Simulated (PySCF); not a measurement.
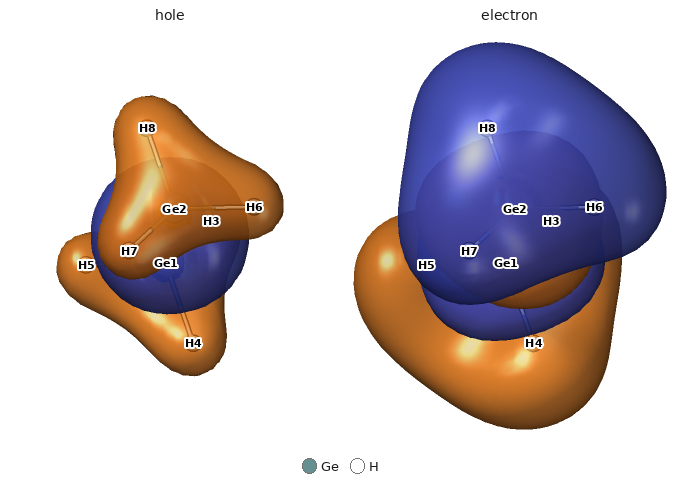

Figure. Ge₂H₆, SMILES `[GeH3][GeH3]`. Leading natural transition orbital pair of T₁ (TDA triplet states); the surfaces enclose about 78 % of each orbital's density.

Level of theory: CAM-B3LYP/aug-cc-pVDZ (PySCF), at a geometry from GFN2-xTB. No frequency check shows the geometry to be a minimum. GFN2-xTB bond lengths at metals and heavier atoms can be off by up to 0.1 Å and shapes distorted, which carries into these values.

Input

```python
import numpy as np
from pyscf import gto, scf, dft, tdscf
from pyscf.scf import atom_ks, atom_hf
from scipy.linalg import block_diag

def solve(mol, dm0=None, hcore=None):
    mf = (dft.UKS if mol.spin else dft.RKS)(mol, xc='camb3lyp')
    mf.grids.level = 3
    mf = mf.density_fit(auxbasis='def2-universal-jkfit')
    mf.conv_tol, mf.max_cycle = 1e-8, 80
    if hcore is not None:
        mf.get_hcore = lambda *args: hcore
    mf.kernel(dm0)
    if not mf.converged:
        mf = mf.newton().run(mf.mo_coeff, mf.mo_occ, max_cycle=30)
    assert mf.converged, 'SCF not converged'
    return mf

mol = gto.M(atom='''
Ge    -1.18157     0.00009    -0.00007
Ge     1.18151     0.00001     0.00002
H     -1.77148     1.09279    -0.83726
H     -1.76945    -1.27485    -0.52627
H     -1.77159     0.17879     1.36486
H      1.77153    -0.18506    -1.36398
H      1.77142    -1.08882     0.84236
H      1.77151     1.27380     0.52187
''', basis='aug-cc-pvdz', charge=0, spin=0, verbose=4)
mf = solve(mol)
td = mf.TDA()
td.nstates, td.singlet, td.conv_tol = 4, False, 1e-5
td.kernel()
td.analyze()
x, y = np.array([p[0] for p in td.xy]), np.array([p[1] + 0 * p[0] for p in td.xy])
f, mu = np.zeros(len(td.e)), np.zeros((len(td.e), 3))
nto = [td.get_nto(state=i + 1, verbose=4) for i in range(len(td.e))]
# spherically averaged free atoms, for the promolecule
atm = atom_ks.get_atm_nrks(mol, xc='camb3lyp')
pro = block_diag(*[(atm[a[0]][2] * atm[a[0]][3]) @ atm[a[0]][2].T for a in mol._atom])
np.savez('result.npz', e=td.e, f=f, ok=td.converged, w=[n[0] for n in nto], nto=[n[1] for n in nto], x=x, y=y, c=mf.mo_coeff, occ=mf.mo_occ, eps=mf.mo_energy, pro=pro, mu=mu)
```

Run with:

```sh
OMP_NUM_THREADS=1 python input.py
```

The run took 4.2 min on 1 thread of Arm Neoverse V1, with other jobs on the host, peak memory 0.68 GiB.

**Give its energy and the atoms that hole and electron lie on.**

6.89 eV (180 nm), spin-forbidden from the singlet ground state, diffuse (Rydberg-like) orbital; the leading pair carries 98 %; hole on Ge1 and Ge2 (37 % each), electron on Ge1 and Ge2 (32 % each) and H3, H4, H5, H6, H7 and H8 (6 % each) (atom shares of so diffuse an orbital are rough); their centroids lie 0.0 Å apart. In canonical orbitals it is mainly HOMO → LUMO+1 (70 %). The HOMO–LUMO gap is 10.15 eV.
